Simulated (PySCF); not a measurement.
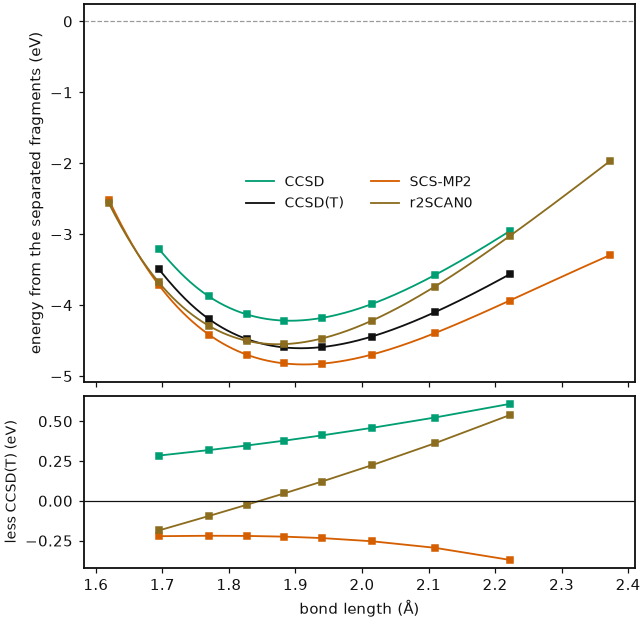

Bond curves of P₂, singlet, def2-TZVPPD (non-relativistic), PySCF: energy from the separated fragments (atoms in their ground configurations, no counterpoise). One reference determinant with the occupation held, the lowest that a PBE0 search over spins and occupations found; no spin-orbit coupling. Splines pass through the computed points, which are marked. References: UKS for r2SCAN0; RHF for SCS-MP2, CCSD and CCSD(T). With r2SCAN0 and SCS-MP2 the solution stays closed-shell at all points drawn; such a solution can't reach the open-shell fragments at long range.

> Order the curves at 2.22 Å.

SCS-MP2 −3.94, CCSD(T) −3.57, r2SCAN0 −3.03, CCSD −2.96 eV, from lowest to highest.

> Which curve follows CCSD(T) best, and which worst?

Best SCS-MP2, worst CCSD; largest departures, offsets in depth included: SCS-MP2 0.37, r2SCAN0 0.54, CCSD 0.61 eV, over the shared points. CCSD(T) is in the same finite basis, not at its limit.

> Give the values at the computed points that all curves share.

In eV:
```csv
bond length (Å),CCSD,CCSD(T),SCS-MP2,r2SCAN0
1.69,−3.21,−3.49,−3.72,−3.68
1.77,−3.88,−4.20,−4.42,−4.29
1.83,−4.13,−4.48,−4.70,−4.50
1.88,−4.22,−4.60,−4.82,−4.55
1.94,−4.18,−4.59,−4.83,−4.47
2.01,−3.98,−4.44,−4.70,−4.22
2.11,−3.58,−4.10,−4.40,−3.74
2.22,−2.96,−3.57,−3.94,−3.03
```
